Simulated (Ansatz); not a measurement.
The calculation's input:

```
crystal:
  periodic: [false, false, false]
  atoms:
    - {symbol: Al, position_ang: [0.003118, -4.805253, -1.480273]}
    - {symbol: As, position_ang: [-0.005763, -4.540434, 1.071280]}
    - {symbol: As, position_ang: [-0.000211, -2.336437, -1.949455]}
    - {symbol: Al, position_ang: [-2.104805, -1.215652, -1.267484]}
    - {symbol: Al, position_ang: [-0.001144, -2.331620, 2.257038]}
    - {symbol: As, position_ang: [-1.908500, -1.099131, 1.241971]}
    - {symbol: As, position_ang: [-2.022702, 1.166438, -1.952111]}
    - {symbol: Al, position_ang: [-4.161457, 2.400558, -1.485602]}
    - {symbol: Al, position_ang: [-2.019706, 1.170304, 2.254471]}
    - {symbol: As, position_ang: [-3.931584, 2.273986, 1.066294]}
    - {symbol: Al, position_ang: [2.104420, -1.215702, -1.268118]}
    - {symbol: As, position_ang: [1.907492, -1.101557, 1.241406]}
    - {symbol: As, position_ang: [2.022387, 1.166640, -1.952447]}
    - {symbol: Al, position_ang: [-0.000042, 2.429642, -1.270829]}
    - {symbol: Al, position_ang: [2.021507, 1.167572, 2.254142]}
    - {symbol: As, position_ang: [0.001485, 2.205200, 1.238974]}
    - {symbol: Al, position_ang: [4.158761, 2.404920, -1.486016]}
    - {symbol: As, position_ang: [3.937126, 2.264608, 1.065875]}
    - {symbol: H, position_ang: [-1.411060, -5.458177, -1.851549]}
    - {symbol: H, position_ang: [1.423893, -5.450573, -1.839764]}
    - {symbol: H, position_ang: [-1.154317, -5.332411, 1.687512]}
    - {symbol: H, position_ang: [1.129627, -5.344216, 1.696514]}
    - {symbol: H, position_ang: [-0.000688, -2.204278, -3.471887]}
    - {symbol: H, position_ang: [-3.437169, -1.986011, -1.694720]}
    - {symbol: H, position_ang: [-0.000465, -2.433068, 3.851152]}
    - {symbol: H, position_ang: [-3.144218, -1.811131, 1.787228]}
    - {symbol: H, position_ang: [-1.907066, 1.098726, -3.474397]}
    - {symbol: H, position_ang: [-5.431619, 1.495451, -1.848483]}
    - {symbol: H, position_ang: [-4.016133, 3.951899, -1.854864]}
    - {symbol: H, position_ang: [-2.108502, 1.222771, 3.848505]}
    - {symbol: H, position_ang: [-5.194022, 1.686406, 1.688513]}
    - {symbol: H, position_ang: [-4.050406, 3.663427, 1.683923]}
    - {symbol: H, position_ang: [3.437214, -1.985096, -1.695754]}
    - {symbol: H, position_ang: [3.142761, -1.814538, 1.786388]}
    - {symbol: H, position_ang: [1.906871, 1.098747, -3.474733]}
    - {symbol: H, position_ang: [-0.000723, 3.967952, -1.700644]}
    - {symbol: H, position_ang: [2.109943, 1.220561, 3.848172]}
    - {symbol: H, position_ang: [0.002304, 3.631995, 1.782579]}
    - {symbol: H, position_ang: [5.431262, 1.507644, -1.859731]}
    - {symbol: H, position_ang: [4.005480, 3.958092, -1.844472]}
    - {symbol: H, position_ang: [5.196599, 1.662470, 1.680207]}
    - {symbol: H, position_ang: [4.070073, 3.649303, 1.691180]}
basis:
  gaussian: {orbitals: def2-TZVP, fitting: {mean_field: def2-universal-jkfit}, initial_orbitals: start.molden}
hamiltonian: {xc: pbe0, dispersion: d4}
scf: {omitted_lower_state_checks: [starts]}
output: {orbitals: {seedname: orbitals}}
```

Run with:

```sh
ansatz run in.yaml --threads 4 --pin off --events-out ev --progress --plain --max-ram 66560MiB --backend cuda --devices 0, --max-vram 37GiB
```

Geometry: PBE-D4/def2-SVP.

Computed with RKS PBE0-D4/def2-TZVP (Ansatz 0.2.0).

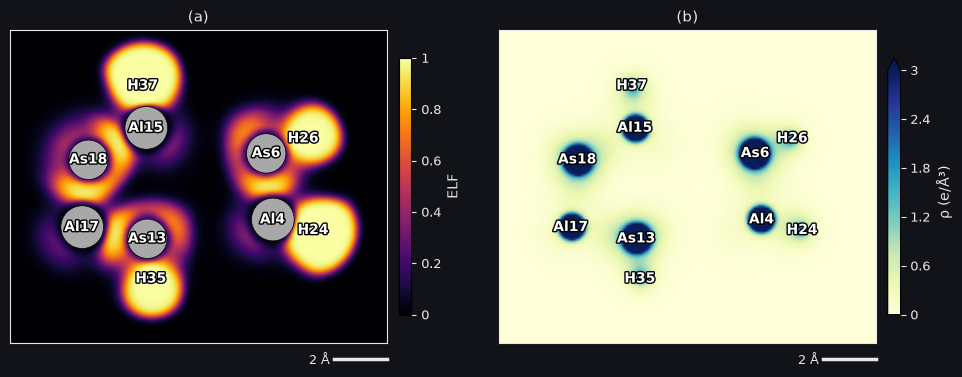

Al₉As₉H₂₄ (Al9As9 wurtzite hole sphere). (a) electron localisation function; (b) electron density on the plane of atoms Al4, As6 and H26. Grey discs cover the atomic cores in the ELF map.

Interpret the plot.

Answer. Atoms in the plane: Al, As and H.
Al–As (2.51 Å): ρ is about 0.47 e/Å³ halfway; the ELF peaks at about 0.95 between the atoms (a shared electron pair).
As–H (1.53 Å): ρ is about 1.1 e/Å³ halfway; the ELF climbs to about 1 towards the hydrogen, as it does in any bond to H.
Al–As (2.57 Å): ρ is about 0.42 e/Å³ halfway, with its minimum of 0.29 e/Å³ about 0.9 Å from Al; the ELF peaks at about 0.95 between the atoms (a covalent bond).
Al–H (1.60 Å): ρ at the midpoint is about 0.54 e/Å³; the ELF climbs to about 1 towards the hydrogen.
